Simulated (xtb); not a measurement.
# Run report: CH6OSi2, calculation of the molecule and its ions (part 1 of 2)

System: CH6OSi2, SMILES C1O[SiH2][SiH2]1.
Method: GFN1-xTB (xtb 6.7.1 later snapshot).

The run did not end well. The geometry was optimised with GFN1-xTB.

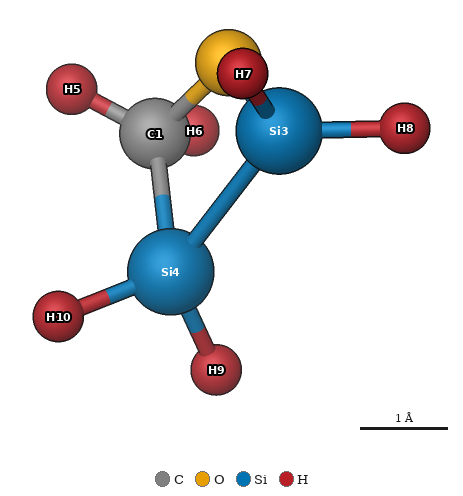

Figure 1. The structure as given in the input (ball-and-stick view, seen at a tilt; atoms are numbered from 1 in the order of the input). Bond lengths as drawn: C–H 1.10 Å, C–O 1.48 Å, C–Si 1.96 Å, H–Si 1.46 to 1.47 Å, O–Si 1.65 Å and Si–Si 2.33 Å.

Input file (geom.xyz)
```
10

C     -0.79930900     0.78268800    -0.61163100
O     -0.71203900    -0.67672800    -0.85654800
Si     0.40431700    -1.46610300     0.06617200
Si     0.60130700     0.75031200     0.76427300
H     -0.62397400     1.28119000    -1.57438500
H     -1.84119200     1.00159600    -0.34199300
H      1.37962200    -2.13789100    -0.78017300
H     -0.23459900    -2.50952800     0.85474800
H      0.12661400     1.30613900     2.03575800
H      1.69924300     1.66832600     0.44377800
```

File xtb.inp
```
$chrg 0
$spin 0
$end
```

Hardware: 1 thread of Arm Neoverse V1, 24 GiB of memory available, shared host.

Launch command:
```bash
xtb geom.xyz --acc 10 --input xtb.inp --vipea --gfn1 > run.log
```

Log
```
* xtb version 6.7.1
   ID    Z sym.   atoms
    1    6 C      1
    2    8 O      2
    3   14 Si     3, 4
    4    1 H      5-10

           -------------------------------------------------
          |                Calculation Setup                |
           -------------------------------------------------

          program call               : xtb geom.xyz --acc 10 --input xtb.inp --vipea --gfn1
          coordinate file            : geom.xyz
          omp threads                :                     1

########################################################################
[WARNING] Please study the warnings concerning your input carefully
-1- prog_main_parseArguments: The use of '--gfn1' is discouraged, please use '--gfn 1' next time
########################################################################

           -------------------------------------------------
          |                 G F N 1 - x T B                 |
           -------------------------------------------------

      * Hamiltonian:
        H0-scaling (s, p, d)           1.850000    2.250000    2.000000
        zeta-weighting                 0.000000
      * Dispersion:
        s8                             2.400000
        a1                             0.630000
        a2                             5.000000
        s9                             0.000000
      * Repulsion:
        kExp                           1.500000
        rExp                           1.000000
      * Coulomb:
        alpha                          2.000000
        third order                    atomic
        anisotropic                    false
      * Halogen bond correction:
        rad-scale                      1.300000
        damping                        0.440000

          ...................................................
          :                      SETUP                      :
          :.................................................:
          :  # basis functions                  40          :
          :  # atomic orbitals                  38          :
          :  # shells                           22          :
          :  # electrons                        24          :
          :  # halogen bonds                     0          :
          :  max. iterations                   250          :
          :  Hamiltonian                  GFN1-xTB          :
          :  restarted?                      false          :
          :  GBSA solvation                  false          :
          :  PC potential                    false          :
          :  electronic temp.          300.0000000     K    :
          :  accuracy                   10.0000000          :
          :  -> integral cutoff          0.2000000E+02      :
          :  -> integral neglect         0.1000000E-06      :
          :  -> SCF convergence          0.1000000E-04 Eh   :
          :  -> wf. convergence          0.2000000E-03 e    :
          :  Broyden damping             0.4000000          :
          :  net charge                          0          :
          :  unpaired electrons                  0          :
          ...................................................

 iter      E             dE          RMSdq      gap      omega  full diag
   1    -13.8533840 -0.138534E+02  0.648E+00    4.60       0.0  T
   2    -13.8819204 -0.285365E-01  0.383E+00    4.54       1.0  T
   3    -13.8825959 -0.675521E-03  0.653E-01    4.43       1.0  T
   4    -13.8831401 -0.544168E-03  0.830E-02    4.49       1.0  T
   5    -13.8831586 -0.184906E-04  0.195E-02    4.49       1.6  T
   6    -13.8831602 -0.155509E-05  0.708E-03    4.49       4.5  T
   7    -13.8831602 -0.708741E-07  0.968E-04    4.49      32.7  T
   8    -13.8831602 -0.460725E-08  0.356E-04    4.49      88.9  T

   *** convergence criteria satisfied after 8 iterations ***

         #    Occupation            Energy/Eh            Energy/eV
      -------------------------------------------------------------
         1        2.0000           -0.7657999             -20.8385
       ...           ...                  ...                  ...
         6        2.0000           -0.5637216             -15.3396
         7        2.0000           -0.5271100             -14.3434
         8        2.0000           -0.4866576             -13.2426
         9        2.0000           -0.4695152             -12.7762
        10        2.0000           -0.4525391             -12.3142
        11        2.0000           -0.4298179             -11.6959
        12        2.0000           -0.4069910             -11.0748 (HOMO)
        13                         -0.2420245              -6.5858 (LUMO)
        14                         -0.2379937              -6.4761
        15                         -0.2196669              -5.9774
        16                         -0.1403051              -3.8179
        17                         -0.1225687              -3.3353
       ...                                ...                  ...
        38                          2.1381001              58.1807
      -------------------------------------------------------------
                  HL-Gap            0.1649665 Eh            4.4890 eV
             Fermi-level           -0.3245077 Eh           -8.8303 eV

 SCC (total)                   0 d,  0 h,  0 min,  0.008 sec
 SCC setup                      ...        0 min,  0.000 sec (  0.950%)
 Dispersion                     ...        0 min,  0.000 sec (  0.396%)
 classical contributions        ...        0 min,  0.000 sec (  0.098%)
 integral evaluation            ...        0 min,  0.002 sec ( 23.935%)
 iterations                     ...        0 min,  0.002 sec ( 31.341%)
 molecular gradient             ...        0 min,  0.003 sec ( 41.243%)
 printout                       ...        0 min,  0.000 sec (  1.861%)

         :::::::::::::::::::::::::::::::::::::::::::::::::::::
         ::                     SUMMARY                     ::
         :::::::::::::::::::::::::::::::::::::::::::::::::::::
         :: total energy             -13.783234945182 Eh    ::
         :: gradient norm              0.000009447213 Eh/a0 ::
         :: HOMO-LUMO gap              4.488966655719 eV    ::
         ::.................................................::
         :: SCC energy               -13.883160232926 Eh    ::
         :: -> electrostatic           0.036466183426 Eh    ::
         :: repulsion energy           0.103219697312 Eh    ::
         :: dispersion energy         -0.003294409568 Eh    ::
         :: halogen bond corr.         0.000000000000 Eh    ::
         :: add. restraining           0.000000000000 Eh    ::
         :: total charge              -0.000000000000 e     ::
         :::::::::::::::::::::::::::::::::::::::::::::::::::::

           -------------------------------------------------
          |        vertical delta SCC IP calculation        |
           -------------------------------------------------

 iter      E             dE          RMSdq      gap      omega  full diag
   1    -13.3702451 -0.133702E+02  0.146E+00    4.49       0.0  T
   2    -13.3837200 -0.134749E-01  0.108E+00    4.13       1.0  T
   3    -13.3843514 -0.631346E-03  0.689E-01    4.05       1.0  T
   4    -13.3837870  0.564308E-03  0.198E-01    3.94       1.0  T
   5    -13.3847138 -0.926762E-03  0.554E-02    4.00       1.0  T
   6    -13.3847419 -0.280639E-04  0.212E-02    4.00       1.5  T
   7    -13.3847437 -0.186375E-05  0.553E-03    4.00       5.7  T
   8    -13.3847443 -0.540699E-06  0.179E-03    4.00      17.7  T
   9    -13.3847443 -0.269430E-07  0.222E-04    4.00     142.5  T
     SCC iter.                  ...        0 min,  0.002 sec
     gradient                   ...        0 min,  0.003 sec
------------------------------------------------------------------------
empirical IP shift (eV):    4.8455
delta SCC IP (eV):    8.7171
------------------------------------------------------------------------
           -------------------------------------------------
          |        vertical delta SCC EA calculation        |
           -------------------------------------------------

 iter      E             dE          RMSdq      gap      omega  full diag
   1    -13.9444420 -0.139444E+02  0.261E+00    0.32       0.0  T
   2    -14.0131578 -0.687159E-01  0.217E+00    0.06       1.0  T
   3    -14.0217728 -0.861493E-02  0.181E+00    0.08       1.0  T
   4    -14.0252249 -0.345214E-02  0.943E-01    0.18       1.0  T
   5    -14.0266299 -0.140503E-02  0.467E-01    0.21       1.0  T
   6    -14.0272336 -0.603653E-03  0.377E-01    0.21       1.0  T
   7    -14.0281741 -0.940553E-03  0.381E-01    0.22       1.0  T
   8    -14.0269562  0.121794E-02  0.394E-01    0.20       1.0  T
   9    -17.9162625 -0.388931E+01  0.142E+01    0.30       1.0  T
  10    -14.0137307  0.390253E+01  0.357E+00    0.25       1.0  T
  11    -14.0132871  0.443628E-03  0.326E+00    0.24       1.0  T
  12    -14.0193366 -0.604951E-02  0.205E+00    0.18       1.0  T
  13    -14.0270006 -0.766399E-02  0.358E-01    0.19       1.0  T
  14    -14.0277189 -0.718311E-03  0.279E-01    0.20       1.0  T
  15    -14.0271632  0.555677E-03  0.302E-01    0.20       1.0  T
  16    -14.0284875 -0.132427E-02  0.312E-01    0.22       1.0  T
  17    -14.0285059 -0.183771E-04  0.321E-01    0.22       1.0  T
  18    -14.0281725  0.333331E-03  0.310E-01    0.21       1.0  T
  19    -14.0273660  0.806540E-03  0.306E-01    0.20       1.0  T
  20    -14.0270558  0.310187E-03  0.327E-01    0.19       1.0  T
  21    -14.0270485  0.728392E-05  0.327E-01    0.19       1.0  T
  22    -14.0271207 -0.721905E-04  0.319E-01    0.20       1.0  T
  23    -14.0277893 -0.668578E-03  0.300E-01    0.21       1.0  T
  24    -14.0316049 -0.381565E-02  0.457E-01    0.24       1.0  T
  25    -14.0450664 -0.134614E-01  0.811E-01    0.30       1.0  T
  26    -14.0998650 -0.547987E-01  0.146E+00    0.40       1.0  T
  27    -14.2617014 -0.161836E+00  0.236E+00    0.48       1.0  T
  28    -14.3553274 -0.936260E-01  0.270E+00    0.50       1.0  T
  29    -14.2891350  0.661923E-01  0.247E+00    0.49       1.0  T
  30    -14.2499410  0.391940E-01  0.231E+00    0.47       1.0  T
  31    -14.2256169  0.243242E-01  0.220E+00    0.46       1.0  T
  32    -14.2481765 -0.225596E-01  0.230E+00    0.47       1.0  T
  33    -14.2273449  0.208316E-01  0.220E+00    0.46       1.0  T
  34    -14.1662043  0.611406E-01  0.189E+00    0.43       1.0  T
  35    -14.1227814  0.434230E-01  0.162E+00    0.40       1.0  T
  36    -14.0840778  0.387035E-01  0.130E+00    0.36       1.0  T
  37    -14.0554705  0.286074E-01  0.964E-01    0.31       1.0  T
  38    -14.0381707  0.172998E-01  0.640E-01    0.26       1.0  T
  39    -14.0300401  0.813057E-02  0.380E-01    0.22       1.0  T
  40    -14.0275345  0.250559E-02  0.284E-01    0.20       1.0  T
  41    -14.0265170  0.101754E-02  0.410E-01    0.18       1.0  T
  42    -14.0241795  0.233744E-02  0.126E+00    0.17       1.0  T
  43    -14.0186402  0.553927E-02  0.363E+00    0.24       1.0  T
  44    -14.1421456 -0.123505E+00  0.653E+00    0.38       1.0  T
  45    -16.6216201 -0.247947E+01  0.127E+01    0.37       1.0  T
  46   -155.0212028 -0.138400E+03  0.320E+01    0.65       1.0  T
  47   -209.3579993 -0.543368E+02  0.345E+01    0.66       1.0  T
  48   -153.2884130  0.560696E+02  0.315E+01    0.48       1.0  T
  49   -105.2698502  0.480186E+02  0.262E+01    0.59       1.0  T
  50   -232.7592397 -0.127489E+03  0.358E+01    1.74       1.0  T
  51   -229.5386042  0.322064E+01  0.556E+01    2.77       1.0  T
  52   -229.1467140  0.391890E+00  0.812E+01    7.42       1.0  T
  53   -229.0870011  0.597129E-01  0.911E+01    9.52       1.0  T
  54   -229.0865764  0.424699E-03  0.899E+01    9.26       1.0  T
  55   -229.0671239  0.194525E-01  0.826E+01    7.92       1.0  T
  56   -229.0719556 -0.483174E-02  0.679E+01    5.34       1.0  T
  57   -229.3329590 -0.261003E+00  0.481E+01    2.22       1.0  T
  58   -229.8680522 -0.535093E+00  0.364E+01    1.16       1.0  T
  59    -39.8988250  0.189969E+03  0.231E+01    0.98       1.0  T
  60   -222.8804372 -0.182982E+03  0.451E+01    1.47       1.0  T
  61   -236.5187356 -0.136383E+02  0.677E+01    3.49       1.0  T
```
